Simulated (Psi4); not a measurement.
**One shape, several levels: triplet GeClF**

Aim: a comparison of 5 runs (U-r2SCAN/def2-TZVP, U-revPBE/def2-TZVP, UBLYP/def2-TZVP, UPBE/def2-TZVP, UTPSS/def2-TZVP) of triplet GeClF. 

Program for the calculation: Psi4 1.11.

## Step 1: The system as given

GeClF has 3 atoms, charge 0, and is taken as a triplet. As SMILES of the parent species, `[F][Ge][Cl]`. Geometry: relaxed at PBE0-D4/def2-TZVP. That shape belongs to the parent species and isn't relaxed for this state.

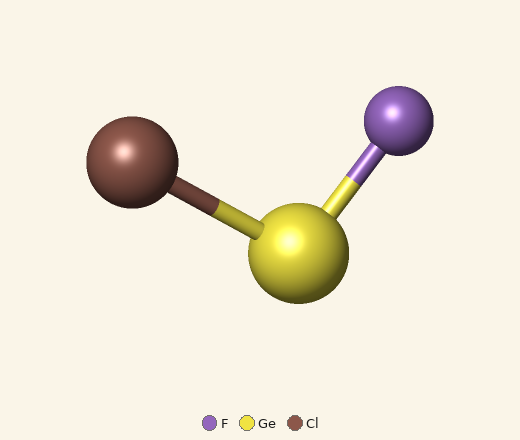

Viewed from a chosen angle; fluorine purple, germanium yellow, chlorine brown.

## Step 2: Energy and gradient at U-r2SCAN/def2-TZVP (run 1)

The input, clfge.dat:

```
memory 2.2 GB

molecule {
  0 3
  F      0.20862576     2.68095445     0.38966153
  Ge    -1.44148309     0.06727425    -0.77535463
  Cl     1.21244828    -2.87068296     0.36093769
  units au
  symmetry c1
}

set {
  basis                def2-TZVP
  reference            uks
  puream               true
  e_convergence        1e-09
  d_convergence        1e-08
  scf_type             pk
  dft_radial_points    99
  dft_spherical_points 590
  maxiter              100
}

e_tot, wfn = gradient('r2scan', return_wfn=True)
oeprop(wfn, 'MULLIKEN_CHARGES', 'QUADRUPOLE', 'LOWDIN_CHARGES')
print_variables()
```

Launch:

```
$ psi4 -i clfge.dat -o clfge.out -n 1
```

clfge.out:

```text
[...]
  Running in c1 symmetry.
[...]
  Nuclear repulsion =  246.377351970160703
[...]
  Multiplicity = 3
[...]
  Nalpha       = 30
  Nbeta        = 28
[...]
    Number of basis functions: 116
[...]
   @UKS iter   1: -2635.12490724879308   -1.43787e+00   2.75714e-02 ADIIS/DIIS
[...]
   @UKS iter  16: -2636.99758305008163    0.00000e+00   3.40850e-09 DIIS
[...]
   @S^2 Observed:                2.005073237E+00
[...]
    Orbital Energies [Eh]
    ---------------------
    Alpha Occupied:
       1A   -398.221412     2A   -101.214946     3A    -49.654145
       4A    -44.145240     5A    -44.144697     6A    -44.144224
       7A    -24.489136     8A     -9.389798     9A     -7.135593
      10A     -7.125405    11A     -7.125401    12A     -6.223843
      13A     -4.377605    14A     -4.375311    15A     -4.372495
      16A     -1.208426    17A     -1.189191    18A     -1.188219
      19A     -1.187368    20A     -1.185396    21A     -1.118654
      22A     -0.807469    23A     -0.531780    24A     -0.423365
      25A     -0.395769    26A     -0.395733    27A     -0.331412
      28A     -0.329981    29A     -0.320644    30A     -0.171135
    Alpha Virtual:
[...]
  @UKS Final Energy: -2636.99758305008163
   => Energetics <=
    Nuclear Repulsion Energy =            246.3773519701607029
    One-Electron Energy =               -4160.1899943466014520
    Two-Electron Energy =                1394.5425089099114757
    DFT Exchange-Correlation Energy =    -117.7274495835525840
    Empirical Dispersion Energy =           0.0000000000000000
    VV10 Nonlocal Energy =                  0.0000000000000000
    Total Energy =                      -2636.9975830500816301
  UHF NO Occupations:
  HONO-2 :   28  A 1.9986727
  HONO-1 :   29  A 1.0000000
[...]
  -Total Gradient:
     Atom            X                  Y                   Z
    ------   -----------------  -----------------  -----------------
       1        0.009308950340    -0.006843197472     0.000000000000
       2       -0.019566248162     0.003949663786    -0.000000000001
       3        0.010496037427     0.002541449568     0.000000000000
[...]
 Multipole Moments:
 ------------------------------------------------------------------------------------
     Multipole            Electronic (a.u.)      Nuclear  (a.u.)        Total (a.u.)
 ------------------------------------------------------------------------------------
 L = 1.  Multiply by 2.5417464519 to convert [e a0] to [Debye]
 Dipole X            :         -4.8096644            4.0496531           -0.7600113
 Dipole Y            :          2.1664029           -2.3583850           -0.1919821
 Dipole Z            :         -0.0000000           -0.0000000           -0.0000000
 Magnitude           :                                                    0.7838841
 L = 2.  Multiply by 1.3450342976 to convert [e a0^2] to [Debye ang]
 Quadrupole XX       :       -123.5353744           99.7587349          -23.7766395
 Quadrupole XY       :         65.1991712          -66.3360577           -1.1368865
[...]
  Mulliken Charges: (a.u.)
   Center  Symbol    Alpha    Beta     Spin     Total
       1     F     4.72822  4.59001  0.13821 -0.31823
       2    GE    16.52278 14.95361  1.56917  0.52360
       3    CL     8.74900  8.45637  0.29262 -0.20537
   Total alpha = 30.00000, Total beta = 28.00000, Total charge =  0.00000
  Lowdin Charges: (a.u.)
   Center  Symbol    Alpha    Beta     Spin     Total
       1     F     4.64848  4.48846  0.16002 -0.13695
       2    GE    16.77425 15.21988  1.55437  0.00586
       3    CL     8.57726  8.29165  0.28561  0.13109
[...]
```

Run time: 69 s. Hardware: 1 thread of Intel Xeon Platinum 8259CL at 2.50GHz (Skylake/Cascade Lake), shared host; peak memory 0.76 GiB.

## Step 3: Energy and gradient at U-revPBE/def2-TZVP (run 2)

The input, calc.inp:

```
memory 2.2 GB

molecule mol {
  0 3
  F      0.110400     1.418700     0.206200
  Ge    -0.762800     0.035600    -0.410300
  Cl     0.641600    -1.519100     0.191000
  symmetry c1
  no_reorient
  no_com
}

set {
  basis                def2-TZVP
  reference            uks
  puream               true
  e_convergence        1e-09
  d_convergence        1e-08
  scf_type             pk
  dft_radial_points    99
  dft_spherical_points 590
  maxiter              100
}

E, wfn = gradient('revpbe', return_wfn=True)
oeprop(wfn, 'MAYER_INDICES', 'LOWDIN_CHARGES', 'WIBERG_LOWDIN_INDICES', title='REVPBE')
```

Launch:

```
$ psi4 -i calc.inp -o calc.out -n 1
```

calc.out, cut to the lines that bear on the results:

```text
[...]
  Running in c1 symmetry.
[...]
  Nuclear repulsion =  246.377351934708969
[...]
  Multiplicity = 3
[...]
  Nalpha       = 30
  Nbeta        = 28
[...]
    Number of basis functions: 116
[...]
   @UKS iter   1: -2634.85573466133701   -1.27496e+00   2.81026e-02 DIIS/ADIIS
[...]
   @UKS iter  16: -2636.80018152222738   -5.00222e-12   7.91499e-09 DIIS
[...]
   @S^2 Observed:                2.002597911E+00
[...]
  @UKS Final Energy: -2636.80018152222738
   => Energetics <=
    Nuclear Repulsion Energy =            246.3773519347089689
    One-Electron Energy =               -4159.7627964792609419
    Two-Electron Energy =                1394.0647170743711740
    DFT Exchange-Correlation Energy =    -117.4794540520464494
    Empirical Dispersion Energy =           0.0000000000000000
    VV10 Nonlocal Energy =                  0.0000000000000000
    Total Energy =                      -2636.8001815222273763
  UHF NO Occupations:
  HONO-2 :   28  A 1.9993662
  HONO-1 :   29  A 1.0000000
[...]
 Multipole Moments:
 ------------------------------------------------------------------------------------
     Multipole            Electronic (a.u.)      Nuclear  (a.u.)        Total (a.u.)
 ------------------------------------------------------------------------------------
 L = 1.  Multiply by 2.5417464519 to convert [e a0] to [Debye]
 Dipole X            :         23.0560717          -23.6382062           -0.5821345
 Dipole Y            :         22.3278700          -22.5202442           -0.1923741
 Dipole Z            :         14.8328012          -15.1684537           -0.3356525
 Magnitude           :                                                    0.6989642
[...]
  -Total Gradient:
     Atom            X                  Y                   Z
    ------   -----------------  -----------------  -----------------
       1       -0.000000421675    -0.020721411052    -0.002139924824
       2       -0.001996295859     0.009980626256    -0.000052320610
       3        0.001957472557     0.010805955079     0.002177685922
[...]
```

Run time: 42 s. Hardware: 1 thread of Intel Xeon Platinum 8259CL at 2.50GHz (Skylake/Cascade Lake), shared host; peak memory 0.72 GiB.

Runs 3 to 4 aren't shown in full; the table further down has their settings and results.

## Step 4: Energy and gradient at UTPSS/def2-TZVP (run 5)

clfge.dat, as its differences from that of step 2:

```diff
@@ -1,4 +1,4 @@
-memory 2.2 GB
+memory 2200 MB
 
-molecule {
+molecule m {
   0 3
@@ -11,3 +11,3 @@
 
-set {
+set globals {
   basis                def2-TZVP
@@ -23,4 +23,3 @@
 
-e_tot, wfn = gradient('r2scan', return_wfn=True)
-oeprop(wfn, 'MULLIKEN_CHARGES', 'QUADRUPOLE', 'LOWDIN_CHARGES')
-print_variables()
+e_tot, wfn = gradient('tpss', return_wfn=True)
+oeprop(wfn, 'LOWDIN_CHARGES', 'MAYER_INDICES', 'MULLIKEN_CHARGES', title='TPSS')
```

Launch:

```
$ psi4 -i clfge.dat -o clfge.out -n 1
```

clfge.out, cut to the lines that bear on the results:

```text
[...]
  Running in c1 symmetry.
[...]
  Nuclear repulsion =  246.377351970160703
[...]
  Multiplicity = 3
[...]
  Nalpha       = 30
  Nbeta        = 28
[...]
    Number of basis functions: 116
[...]
   @UKS iter   1: -2635.16995408446019   -1.32099e+00   2.78353e-02 ADIIS/DIIS
[...]
   @UKS iter  17: -2637.07455914872662    2.27374e-12   3.59662e-09 DIIS
[...]
   @S^2 Observed:                2.003107927E+00
[...]
  @UKS Final Energy: -2637.07455914872662
   => Energetics <=
    Nuclear Repulsion Energy =            246.3773519701607029
    One-Electron Energy =               -4159.6333534531277110
    Two-Electron Energy =                1393.9363748818359454
    DFT Exchange-Correlation Energy =    -117.7549325475956579
    Empirical Dispersion Energy =           0.0000000000000000
    VV10 Nonlocal Energy =                  0.0000000000000000
    Total Energy =                      -2637.0745591487266211
  UHF NO Occupations:
  HONO-2 :   28  A 1.9992335
  HONO-1 :   29  A 1.0000000
[...]
 Multipole Moments:
 ------------------------------------------------------------------------------------
     Multipole            Electronic (a.u.)      Nuclear  (a.u.)        Total (a.u.)
 ------------------------------------------------------------------------------------
 L = 1.  Multiply by 2.5417464519 to convert [e a0] to [Debye]
 Dipole X            :         -4.7553997            4.0496531           -0.7057466
 Dipole Y            :          2.1681856           -2.3583850           -0.1901994
 Dipole Z            :         -0.0000000           -0.0000000           -0.0000000
 Magnitude           :                                                    0.7309269
[...]
  -Total Gradient:
     Atom            X                  Y                   Z
    ------   -----------------  -----------------  -----------------
       1        0.003355611774    -0.014119186818     0.000000000000
       2       -0.008776216743     0.006702434004     0.000000000001
       3        0.005393474286     0.007474236104    -0.000000000000
[...]
  Mulliken Charges: (a.u.)
   Center  Symbol    Alpha    Beta     Spin     Total
       1     F     4.72023  4.57840  0.14183 -0.29863
       2    GE    16.53107 14.96905  1.56202  0.49988
       3    CL     8.74870  8.45255  0.29615 -0.20126
   Total alpha = 30.00000, Total beta = 28.00000, Total charge =  0.00000
  Lowdin Charges: (a.u.)
   Center  Symbol    Alpha    Beta     Spin     Total
[...]
```

Wall time 85 s (1 thread of Intel Xeon Platinum 8259CL at 2.50GHz (Skylake/Cascade Lake), shared host); peak memory 0.77 GiB.

## Step 5: The series

```tsv
run	level	task	energy (Eh)	dipole moment (D)	HOMO energy (eV)	⟨S²⟩	wall time
1	U-r2SCAN/def2-TZVP	gradient	-2636.997583	1.99	-4.66	2.005	69 s
2	U-revPBE/def2-TZVP	gradient	-2636.800182	1.78	-4.22	2.003	42 s
3	UBLYP/def2-TZVP	energy	-2637.129681	1.73	-3.94	2.002	32 s
4	UPBE/def2-TZVP	gradient	-2636.483132	1.75	-4.23	2.002	41 s
5	UTPSS/def2-TZVP	gradient	-2637.074559	1.86	-4.40	2.003	85 s
```

## Step 6: Outcome

| quantity | value |
| --- | --- |
| run 5: total energy | -2637.07456 Eh |
| run 5: dipole moment | 1.86 D |
| run 5: HOMO energy (highest over α and β) | -4.40 eV |
| run 5: ⟨S²⟩ | 2.003 |
| run 5: largest force on an atom | 0.746 eV/Å |

What this shows: The dipole moment (its size) runs from 1.73 D (UBLYP/def2-TZVP) to 1.99 D (U-r2SCAN/def2-TZVP). Totals of different functionals can't be ranked against each other. All runs together took 4.5 min, the longest 85 s.
